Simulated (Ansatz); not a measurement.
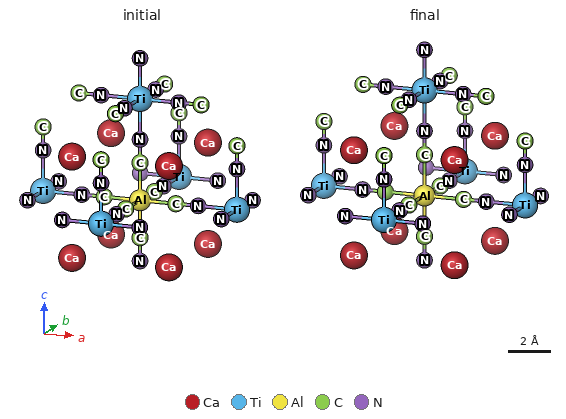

The structure of solid Ca2TiAlC6N6 (a generated structure, set up in Fm-3m) (coarse preliminary run) before (left) and after (right) a relaxation, at one scale.

Style: ball-and-stick. Shown: the atoms within 5.8 Å of the atom that moves most (axes of the conventional cell (4 times the calculation's cell)), slightly off an axis. Lengths and directions refer to the drawn axes.

All numbers below come from Ansatz, DFT PBE, scalar-relativistic, plane waves, PAW.

The input:
```yaml
crystal:
  lattice:
    - [0.0, 5.075, 5.075]
    - [5.075, 0.0, 5.075]
    - [5.075, 5.075, 0.0]
  atoms:
    - { symbol: Ca, position: [0.25, 0.25, 0.25] }
    - { symbol: Ca, position: [0.75, 0.75, 0.75] }
    - { symbol: Ti, position: [0.5, 0.5, 0.5], spin: 1.0 }
    - { symbol: Al, position: [0.0, 0.0, 0.0] }
    - { symbol: C, position: [0.81527094, 0.18472906, 0.18472906] }
    - { symbol: C, position: [0.18472906, 0.81527094, 0.18472906] }
    - { symbol: C, position: [0.18472906, 0.18472906, 0.81527094] }
    - { symbol: C, position: [0.18472906, 0.81527094, 0.81527094] }
    - { symbol: C, position: [0.81527094, 0.18472906, 0.81527094] }
    - { symbol: C, position: [0.81527094, 0.81527094, 0.18472906] }
    - { symbol: "N", position: [0.7, 0.3, 0.3] }
    - { symbol: "N", position: [0.3, 0.7, 0.3] }
    - { symbol: "N", position: [0.3, 0.3, 0.7] }
    - { symbol: "N", position: [0.3, 0.7, 0.7] }
    - { symbol: "N", position: [0.7, 0.3, 0.7] }
    - { symbol: "N", position: [0.7, 0.7, 0.3] }
basis:
  ecutwfc: 420
kpoints:
  mp_grid: { grid: [4, 4, 4] }
hamiltonian:
  xc: pbe
scf:
  occupations: { method: gaussian, width: 0.1 }
  lower_state_search: "off"
output:
  forces: true
  stress: true
  eigenvalues: true
  populations: true
magnetization:
  spin_polarized: true
relax:
  adjacent_minimum: "off"
  f_tol: 0.04
  max_steps: 70
  cell: { stress_tol: 0.4 }
```

Command:
```bash
ansatz run input.yaml --threads 1 --pin off --max-ram 2560MiB --backend cpu --events-out ev --progress --plain --runs-dir out
```

**Describe what moved and what it gained.**

Over 6 accepted moves (8 points after the start) the energy falls by 87.6 meV per atom. The largest force component goes from 2.7 to 0.01 eV/Å. The pressure goes from 10.15 to 0.01 GPa. At 2 points the geometry stayed and the basis and grid were re-selected for the new cell (energy shift of 6.0 meV per atom at most each time). The largest moves relative to the cell, 0.10 Å, are those of C5, C6, C7, C8, C9 and C10. C7 goes along +c. Largest moves by element: C 0.10 Å, N 0.08 Å. Ca and Ti and Al stay in place. The drawn cell changes as follows: a = b = c 10.150 → 10.532 Å (+3.8 %); the volume changes by +11.7 %. Among the contacts that change: Al4–C5 1.875 → 2.047 Å, Al4–C10 1.875 → 2.047 Å, C10–N16 1.170 → 1.191 Å. The space group stays Fm-3m (No. 225). The program noted that the starting moments weren't kept. The run took 2.1 min on 1 thread of Intel(R) Xeon(R) 6975P-C (Granite Rapids) (shared host), peak memory 0.81 GiB.
